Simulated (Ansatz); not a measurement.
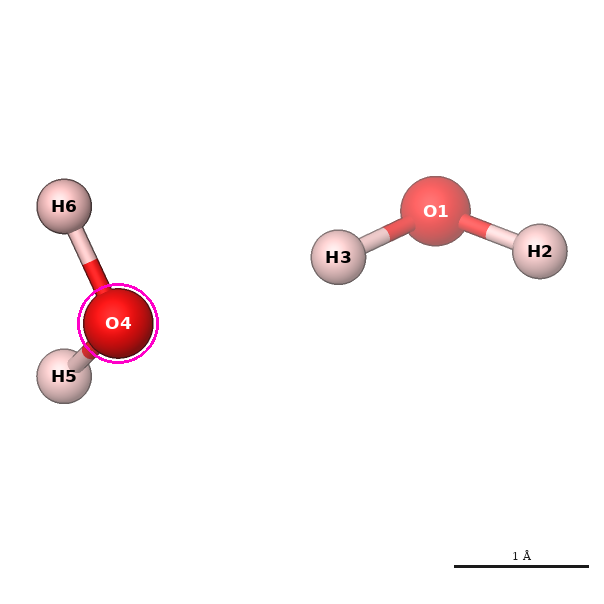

Source: calculation with Ansatz.

Orthographic view. Depth is shown by fading: the farther an atom, the more it takes the colour of the background. Geometry: a fixed input geometry, not necessarily a minimum.

Name the neighbours of the circled atom.

The circled atom is O4; it is bonded to H5, H6.

Of O4 and H5, which is nearer the viewer?

O4; the bond to H5 points away from the viewer, so it looks shorter than its 0.96 Å.

Which atom is farthest from the viewer?

O1, 0.7 Å behind the mean position.
